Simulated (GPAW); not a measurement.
# What a tighter setting buys: ecut, Cd₃Te (I4/mmm, 4 atoms in the cell)

```
CELL_PARAMETERS angstrom
     -2.26263     2.26263     5.11413
      2.26263    -2.26263     5.11413
      2.26263     2.26263    -5.11413
ATOMIC_POSITIONS crystal
  Cd 0.75000 0.25000 0.50000
  Cd 0.25000 0.75000 0.50000
  Cd 0.50000 0.50000 0.00000
  Te 0.00000 0.00000 0.00000
```

Computed with PBEsol, GPAW PAW datasets PBEsol (made by gpaw-setup) (plane waves; GPAW 25.7.0).

Base settings: mode = pw; ecut = 550 eV; xc = PBEsol; kpts = 6 6 6; mesh shift (steps) = 0 0 0; occupations.name = methfessel-paxton; occupations.width = 0.05 eV; occupations.order = 0; nbands = -12; convergence.density = 1e-05 e/electron.

Misses are taken against the tightest run, 1100 eV, which need not be fully converged itself. The energy is the free energy per atom.

The count of work is k-points × plane waves × bands × iterations; it is no time, and leaves out set-up, grids and terms that scale otherwise. Core times come from one kind of shared machine and are given to one figure; runs under 30 s give none.

The starting cell comes from a database of computed structures (which also holds hypothetical and non-ambient phases and stackings), without a prior relaxation at this level. In the base run, with a pressure of about -4 GPa the cell is away from its equilibrium volume at this level. The run gives no clean gap (levels at the Fermi energy touch, overlap or are partly filled at this smearing), which alone does not show that the compound is a metal.

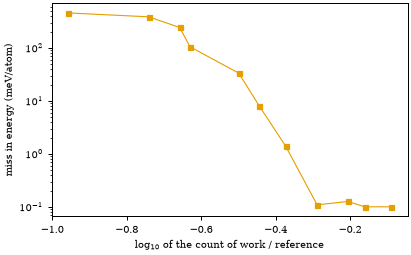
Fig. 1. Miss against the count of work; the reference run is not drawn, and misses under 0.1 meV/atom are drawn there.

```csv
ecut,energy less reference (meV/atom),pressure less reference (GPa),count of work / reference,core time / reference (rough)
220 eV,458.03,-4.05,0.11,0.2
275 eV,386.52,-1.72,0.18,0.2
330 eV,243.10,-3.98,0.22,0.2
385 eV,104.76,-3.01,0.23,0.2
440 eV,33.43,-1.41,0.32,0.2
495 eV,7.89,-0.47,0.36,0.2
550 eV,1.40,-0.11,0.42,0.5
630 eV,0.11,-0.01,0.51,0.4
715 eV,0.13,0.00,0.62,0.5
825 eV,0.02,-0.01,0.69,0.6
960 eV,0.00,-0.01,0.81,1
1100 eV,0.00,0.00,1.0,1
```

Coarsest setting among those run that, with all tighter ones, holds the energy within 20 meV/atom of the reference: 495 eV, off by 7.9 meV/atom; it needs 0.36 of the reference's count of work and about 0.2 of the reference's time.

Coarsest setting among those run that, with all tighter ones, holds the energy within 1 meV/atom of the reference: 630 eV, off by 0.11 meV/atom; its saving against the reference is no more than about a factor of 2 in the count of work.

The step from 275 eV to 960 eV: it takes the miss in the energy from 390 to 0.00 meV/atom, for 4.5 times the count of work and roughly 7 times the time.
